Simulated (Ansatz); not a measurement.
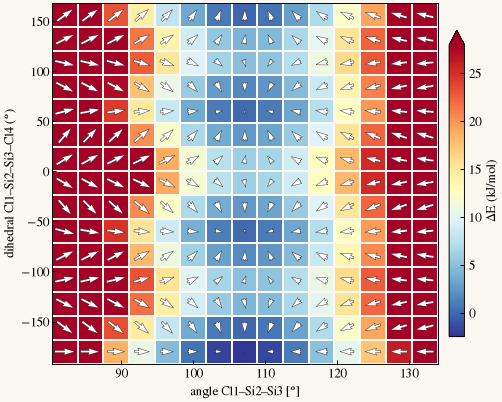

Energy landscape of Cl₂H₄Si₂, SMILES Cl[SiH2][SiH2]Cl. 
- The first coordinate is: angle Cl1–Si2–Si3; the second: dihedral Cl1–Si2–Si3–Cl4.
- Nothing is relaxed (all other coordinates rigid).
- The grid has 15 × 15 points.
- Points are written as (first, second).
- Energies: kJ/mol, counted from the relaxed molecule at the same level.
- The calculation used RKS PBE-D4/def2-SVP (Ansatz).

The picture shows one coloured cell a grid point, arrows along the force (downhill), their lengths compressed, one colour for all values above the top of the scale. 

Question: Where are the lowest and the highest points?

Answer: The lowest grid point is at (107.2°, −180°), −2.5 kJ/mol from the relaxed molecule at the same level. Other grid points that lie below all their neighbours: (107.2°, 60°) (2.5 kJ/mol higher); (107.2°, −60°) (2.6 kJ/mol higher). The highest grid point, (82.2°, −12°), lies 105.8 kJ/mol above the lowest.

The values on the grid:

```tsv
dihedral Cl1–Si2–Si3–Cl4 ↓, angle Cl1–Si2–Si3 →	82.2	85.7	89.3	92.9	96.4	100.0	103.6	107.2	110.7	114.3	117.9	121.4	125.0	128.6	132.2
156	48.8	34.7	23.2	14.3	7.9	3.4	0.7	−0.1	0.6	3.0	6.9	12.2	19.2	27.8	37.9
132	62.0	45.2	31.7	21.4	14.0	8.7	5.5	4.1	4.5	6.6	10.3	15.4	22.3	30.7	40.8
108	65.0	47.4	33.4	22.7	15.1	9.6	6.2	4.8	5.2	7.2	10.9	16.0	22.9	31.3	41.4
84	55.8	40.2	27.5	17.7	10.7	5.7	2.7	1.7	2.3	4.6	8.5	13.8	20.8	29.4	39.6
60	51.6	36.5	24.3	14.9	8.2	3.6	0.9	0.0	0.9	3.3	7.4	12.8	19.9	28.6	38.9
36	69.7	48.4	32.1	20.3	12.1	6.6	3.5	2.4	3.2	5.7	9.7	15.2	22.3	31.0	41.3
12	103.1	70.5	46.6	29.9	18.9	11.6	7.5	5.9	6.4	8.7	12.8	18.2	25.3	34.0	44.3
−12	103.3	70.6	46.7	30.0	19.0	11.7	7.5	5.9	6.4	8.7	12.7	18.2	25.3	34.0	44.2
−36	70.3	48.9	32.5	20.6	12.4	6.8	3.6	2.5	3.2	5.6	9.6	15.0	22.1	30.8	41.1
−60	52.4	37.2	24.8	15.4	8.6	3.8	1.1	0.1	0.9	3.3	7.2	12.6	19.7	28.3	38.5
−84	56.4	40.7	28.0	18.2	11.1	6.0	2.9	1.8	2.3	4.5	8.4	13.6	20.5	29.1	39.2
−108	65.3	47.8	33.8	23.1	15.4	9.8	6.4	4.9	5.2	7.2	10.8	15.9	22.7	31.1	41.1
−132	62.2	45.4	32.0	21.7	14.3	8.9	5.7	4.3	4.6	6.6	10.3	15.4	22.2	30.6	40.7
−156	48.9	34.9	23.4	14.5	8.1	3.6	0.9	0.0	0.7	3.0	6.9	12.2	19.2	27.7	37.9
−180	41.7	29.1	18.6	10.5	4.6	0.5	−1.8	−2.5	−1.6	0.9	5.0	10.4	17.5	26.1	36.3
```

The input of one point:

```yaml
crystal:
  periodic: [false, false, false]
  atoms:
    - { symbol: Cl, position_ang: [-2.13953, 1.492295, -0.111924] }
    - { symbol: Si, position_ang: [-0.083243, 1.184268, 0.076922] }
    - { symbol: Si, position_ang: [0.271501, -1.140196, 0.11071] }
    - { symbol: Cl, position_ang: [2.328028, -1.446599, 0.299577] }
    - { symbol: H, position_ang: [0.615621, 1.814204, -1.094417] }
    - { symbol: H, position_ang: [0.392733, 1.834904, 1.347599] }
    - { symbol: H, position_ang: [-0.427828, -1.789536, 1.274247] }
    - { symbol: H, position_ang: [-0.202568, -1.771427, -1.167582] }
basis:
  gaussian: { orbitals: def2-SVP }
hamiltonian:
  xc: pbe
  dispersion: d4
output:
  forces: true
```

The whole map (225 points run) took 13 min on 1 thread of Arm Neoverse V1 (shared host).
